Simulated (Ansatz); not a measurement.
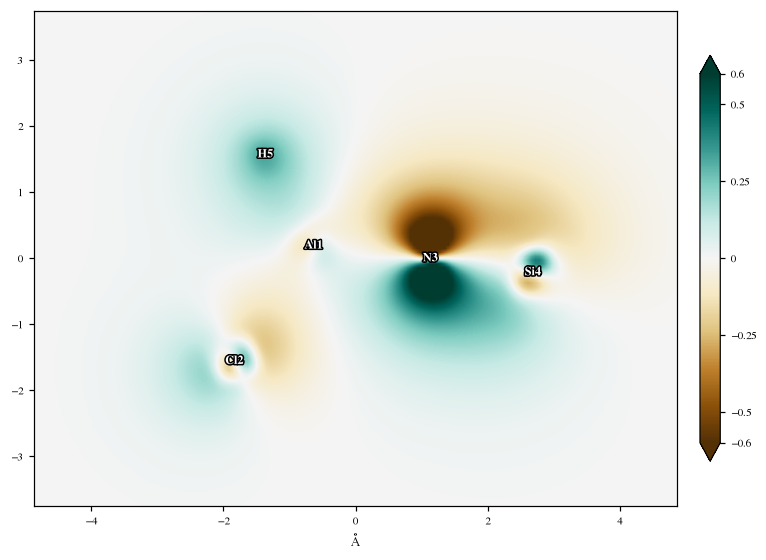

Figure. AlClHNSi (SMILES [Si]=[N][AlH][Cl]). The HOMO on the molecular plane (values in Å⁻³ᐟ²; the overall sign is arbitrary).

Geometry: B3LYP-D3(BJ)/6-311G**.

All numbers below come from isolated molecule in a Gaussian basis; Kohn-Sham density functional theory, functional PBE0 in Ansatz.

```xyz
5

Al    0.7063   -0.4427    0.3375
Cl   -0.6592   -0.9226    1.8824
N     0.1453    0.5918   -0.9888
Si   -0.3907    1.5141   -2.1507
H     2.1518   -1.0319    0.4487
```

Question: What is the character of this orbital?

Answer: Its weight (Hirshfeld) is mainly on N3 (about 55 %) and Si4 (about 25 %); it is symmetric in the molecular plane (an in-plane orbital: σ, lone-pair or in-plane π type). Its energy is −8.27 eV.
